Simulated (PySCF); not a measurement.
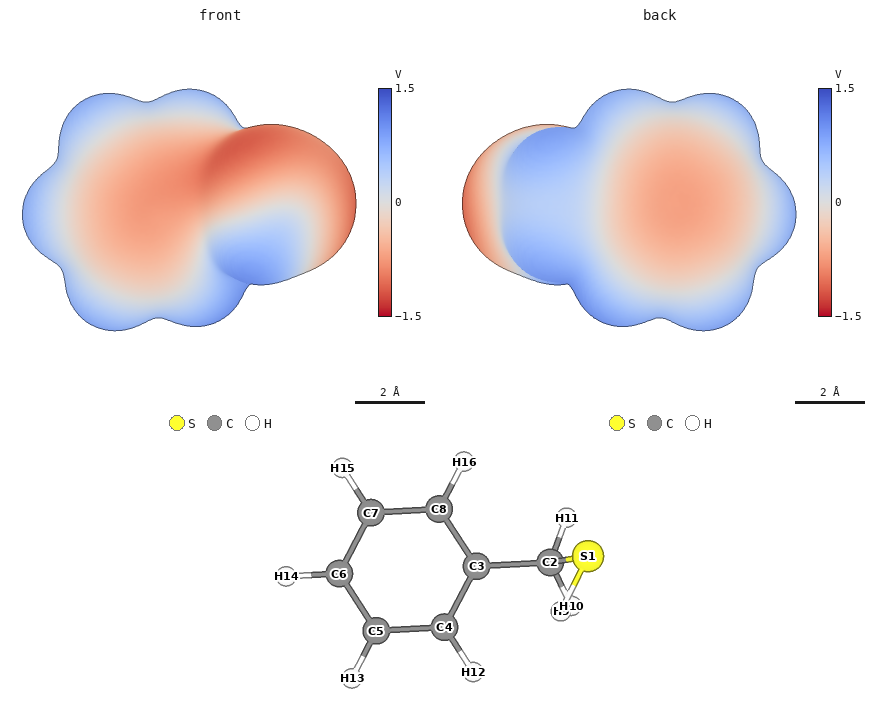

Figure 1: C$_{7}$H$_{8}$S. The electrostatic potential painted on the density surface at 0.001 e/bohr³, seen from the front and from behind; the colour scale runs from red (negative) to blue (positive). The bare structure is drawn below in the same view.

Geometry: GFN2-xTB.

All numbers below come from PySCF 2.14.0, PBE0/pcSseg-1, SCF density, in a chloroform solvent model, non-relativistic.

```xyz
16

S    -2.9962    0.2310    0.7613
C    -1.8988   -0.6745   -0.4087
C    -0.4676   -0.3141   -0.1883
C     0.1455    0.6496   -0.9799
C     1.4642    1.0038   -0.7575
C     2.1814    0.4038    0.2631
C     1.5750   -0.5522    1.0611
C     0.2578   -0.9081    0.8379
H    -2.5886    1.4498    0.4140
H    -2.2314   -0.4373   -1.4190
H    -2.0905   -1.7254   -0.1957
H    -0.4118    1.1211   -1.7779
H     1.9316    1.7506   -1.3823
H     3.2104    0.6813    0.4371
H     2.1302   -1.0219    1.8595
H    -0.2185   -1.6487    1.4640
```

### Which sites attract a positive test charge, and which a negative one?

A positive charge is drawn to the negative regions and a negative charge to the positive ones. The most negative region (about −1.1 V) lies over S1, the most positive (about +1.0 V) over H9, H10 and H12.

### How polar is the molecule by this calculation?

Its dipole moment is 1.91 D.
